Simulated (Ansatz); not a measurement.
# The atomisation energy (no zero-point term) down a group: F to I

One atom is swapped for its congeners: CHBrFI `FC(Br)I`; CHBr2I (dibromoiodomethane) `BrC(Br)I`; CHBrI2 (bromodiiodomethane) `BrC(I)I`. The Cl member is missing. All are singlets with charge 0.

Shapes, held fixed at every level: PBE0-D4/def2-TZVP. Programs: Ansatz 0.2.0. Values in eV.

| level | CHBrFI | CHBr2I | CHBrI2 |
| --- | --- | --- | --- |
| SPW92/def2-TZVPP | 18.25 | 15.85 | 15.27 |
| r2SCAN-D4/def2-TZVPP | 14.94 | 13.00 | 12.46 |
| B3LYP-D4/def2-TZVPP | 14.61 | 12.65 | 12.17 |
| BHLYP-D4/def2-TZVPP | 13.72 | 11.97 | 11.50 |
| MP2/def2-SVP | 14.04 | 12.11 | 11.56 |
| CCSD(T)/def2-TZVPP | 14.28 | 12.46 | 11.98 |

At CCSD(T)/def2-TZVPP the atomisation energy falls at every step, from 14.28 to 11.98 eV. Every level shows the same order. For atoms past krypton def2 sets carry core potentials with scalar relativity. Relativity is left out for Br unless named. Correlated rows may include outer-core shells of Br, I, which these sets cover unevenly. Spin-orbit coupling, which grows down the group, is left out (summed over each molecule's free atoms 0.49, 0.62, 0.78 eV).

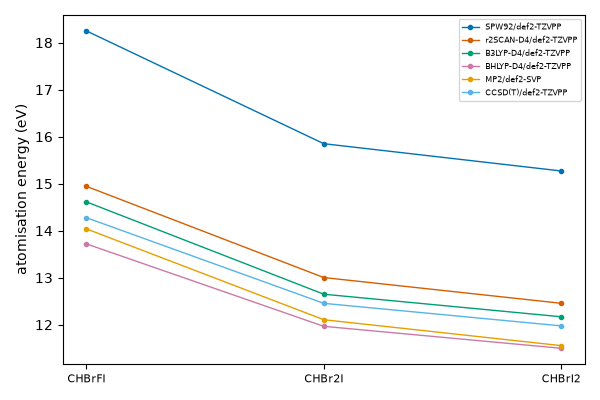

The trend along the series, level by level.
